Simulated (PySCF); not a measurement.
Pb2 (triplet)

The calculation's input:

```
mol = gto.M(atom='''
Pb     0.00000    -0.00000     1.47204
Pb     0.00000     0.00000    -1.47204''',
    basis={'Pb': 'def2-SVP'},
    ecp={'Pb': 'def2-SVP'},
    charge=0, spin=2)
mf = dft.UKS(mol, xc='B88,P86')
mf.grids.atom_grid = (75, 302)  # f atoms: at least (60, 302), unpruned
mf = mf.density_fit()  # Pb def2-universal-JKFIT
mf.conv_tol = 1e-09; mf.max_cycle = 55
mf.kernel(dm0)
```

Launched as:

```sh
OMP_NUM_THREADS=2 python run.py
```

Core potentials replace the inner electrons of Pb.

Computed with UKS BP86, Pb def2-SVP with ECP60; non-relativistic Hamiltonian with scalar-relativistic core potentials where named; density fitting in PySCF.

Question: Predict the electron density, electron localisation function and spin density between the atoms.

Answer: Pb–Pb (2.94 Å): the density is about 0.34 e/Å³ at the midpoint; the ELF is about 0.45 at the midpoint.
The unpaired spin (2 electrons) lies mostly on Pb1 (about 1.0) and Pb2 (about 1.0), in electrons by Hirshfeld's partition.

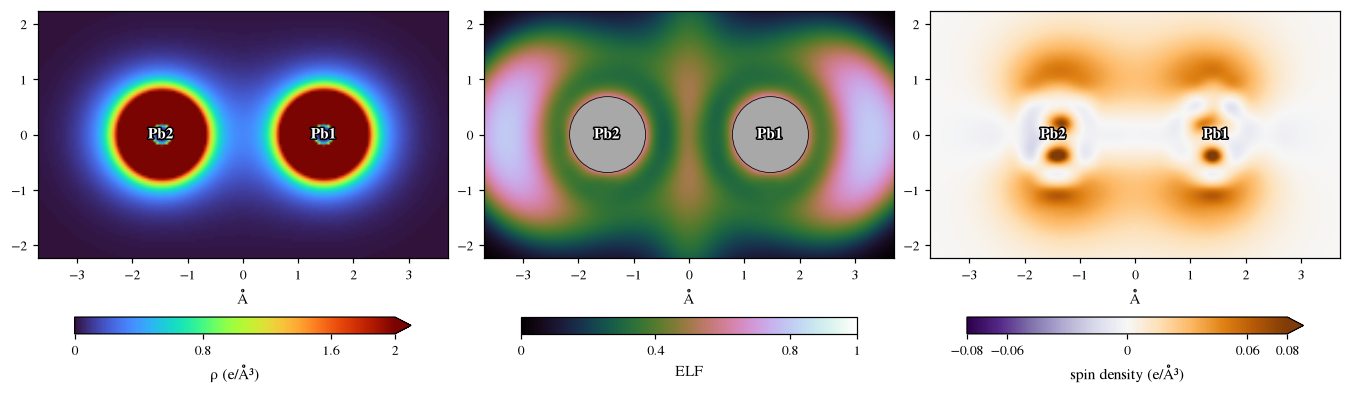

Computed electron density, electron localisation function and spin density on a plane that holds the molecular axis, in this order. Grey discs cover the atomic cores in the ELF map. 
